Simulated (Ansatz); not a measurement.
CH₅F₂NOSi: several calculations on one system

### Relaxation

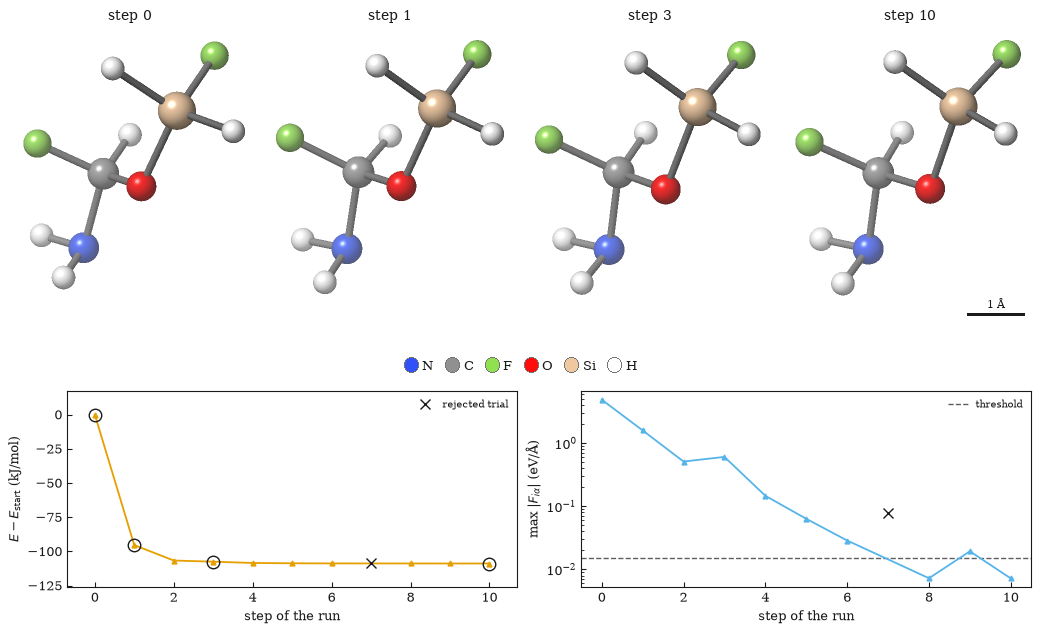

Frames of a relaxation of CH$_{5}$F$_{2}$NOSi, marked on the history of the run. Style: ball-and-stick. Shown from a free direction.

The run prepares an end point of a later path (torsion) calculation, from a guessed geometry.

Computed with Ansatz 0.2.0, RKS PBE-D4/STO-3G.

Input file:
```yaml
crystal:
  periodic: [false, false, false]
  atoms:
    - { symbol: "N", position_ang: [-0.1413, -1.9781, 0.765] }
    - { symbol: C, position_ang: [-0.1986, -0.5059, 0.5818] }
    - { symbol: F, position_ang: [0.7577, -0.036, 1.373] }
    - { symbol: O, position_ang: [0.2229, -0.1901, -0.744] }
    - { symbol: Si, position_ang: [0.0481, 1.385, -1.193] }
    - { symbol: F, position_ang: [-1.3524, 1.9799, -0.642] }
    - { symbol: H, position_ang: [0.722, -2.2434, 0.3659] }
    - { symbol: H, position_ang: [-0.0777, -2.0832, 1.7465] }
    - { symbol: H, position_ang: [-1.1549, -0.0688, 0.9414] }
    - { symbol: H, position_ang: [1.1562, 2.1666, -0.5432] }
    - { symbol: H, position_ang: [0.0833, 1.5169, -2.6309] }
basis:
  gaussian: { orbitals: STO-3G }
hamiltonian:
  xc: pbe
  dispersion: d4
relax:
  f_tol: 0.015
  max_steps: 40
```

Launched with:
```bash
ansatz run input.yaml --threads 1 --pin off --max-ram 2048MiB --backend cpu --events-out ev --progress --plain --runs-dir out
```

Question: Describe the path.

Answer: The atom that moves furthest after the best rigid fit is F3 (0.26 Å). Largest moves by element: F 0.26 Å, O 0.18 Å, H 0.18 Å, C 0.10 Å, N 0.10 Å, Si 0.08 Å. Some distances before and after: C2–F3 1.327 → 1.425 Å, O4–Si5 1.647 → 1.739 Å, N1–H7 0.987 → 1.073 Å, N1–C2 1.485 → 1.534 Å. Bond angles that change, for instance: N1–C2–F3 104.5° → 113.4°, O4–Si5–H11 110.9° → 103.6°, H7–N1–H8 108.4° → 101.4°. Groups turn about O4–Si5 by about 20°. After 9 accepted moves (10 points after the start) the energy has fallen by 108.9 kJ/mol. Largest force component: 4.9 eV/Å at the start, 0.0072 eV/Å at the end. The line search rejected the trial step at point 7 of the run. From step 0 to 1: F3 moves most (0.17 Å), energy −95.4 kJ/mol. From step 1 to 3: F3 moves most (0.14 Å), energy −12.1 kJ/mol. From step 3 to 10: F6 moves most (0.12 Å), energy −1.33 kJ/mol.

```
step  E − E(0), kJ/mol  largest force component, eV/Å      note
   0              0.00                         4.9181          
   1            -95.43                         1.6015          
   2           -106.71                         0.5138          
   3           -107.56                         0.6089          
   4           -108.52                         0.1470          
   5           -108.73                         0.0635          
   6           -108.83                         0.0287          
   7           -108.80                         0.0779  rejected
   8           -108.86                         0.0072          
   9           -108.89                         0.0194          
  10           -108.90                         0.0072
```

Limits of the set-up: STO-3G is a minimal basis, so the numbers are rough.

### Relaxation

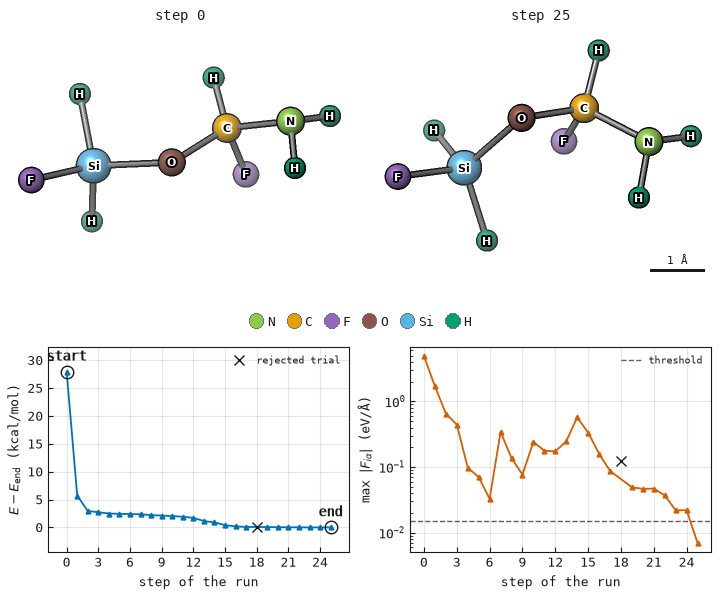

First and last geometry of a relaxation of CH5F2NOSi, with the history of the run. The picture is a ball-and-stick view, seen from a free direction.

The run prepares an end point of a later path (torsion) calculation, from a guessed geometry.

Method: RKS PBE-D4/STO-3G (Ansatz). Set-up: no spin polarisation; force threshold 0.015 eV/Å; at most 40 steps.

> What do the curves and the structures tell?

It converged. The largest move after the best rigid fit is that of an F atom, 1.02 Å. By element the largest moves are F 1.02 Å, H 0.96 Å, O 0.89 Å, C 0.42 Å, N 0.39 Å, Si 0.22 Å. Among the contacts that change: F–Si 3.018 → 2.188 Å, C–F 1.327 → 1.475 Å, O–Si 1.647 → 1.782 Å, H–N 0.987 → 1.069 Å. Bond angles that change, for instance: O–Si–F 110.5° → 96.9°, C–O–Si 115.7° → 103.5°, O–Si–H 107.5° → 116.9°. Groups turn about C–O by about 75°, O–Si by about 20°. After 24 accepted moves (25 points after the start) the energy has fallen by 27.9 kcal/mol. The largest force component goes from 4.9 to 0.007 eV/Å. The line search rejected the trial step at point 18 of the run. Cost: 2.5 min on 1 thread of Arm Neoverse N1 (shared host), peak memory 0.18 GiB.

Limits of the set-up: STO-3G is a minimal basis, so the numbers are rough.

### Path

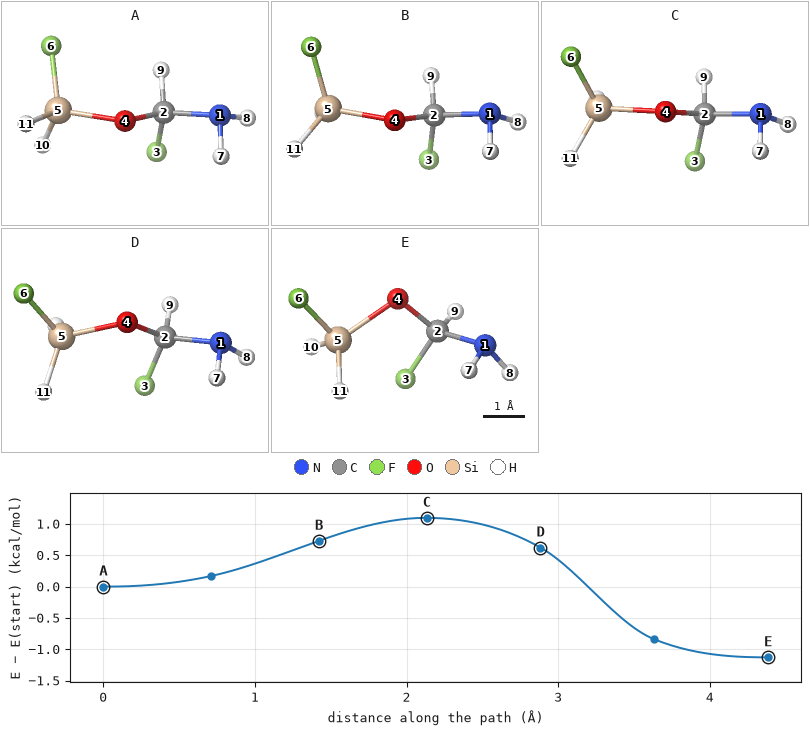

A search for the minimum-energy path of CH5F2NOSi by the nudged elastic band. Images are numbered from 0 (start) to 6 (end). Frames A to E are images 0, 2, 3, 4, 6. Style: ball-and-stick. Shown from a free direction.

Method: RKS PBE-D4/STO-3G (Ansatz 0.2.0). Settings: 5 movable images; climbing image; force threshold 0.03 eV/Å; iteration limit 60; starting path by image-dependent pair potential.

**Describe the mechanism and the energy profile.**

The motion is a rotation about the O4–Si5 bond by about 120°, with a turn of about 65° about C2–O4. No bond forms or breaks between the ends. Among the angles between lasting bonds that change up to the highest image: O4–Si5–H11 103.6° → 109.0°, O4–Si5–F6 108.9° → 105.0°. Forward barrier 1.10 kcal/mol, backward barrier 2.23 kcal/mol, with image 3 at the top; the reaction energy is −1.13 kcal/mol. The band converged in 10 iterations, with a climbing image at the top. At the top, the vibrational analysis gives one imaginary mode (49i cm⁻¹), as a transition state must have.

Limits of the set-up: STO-3G is a minimal basis, so the numbers are rough.
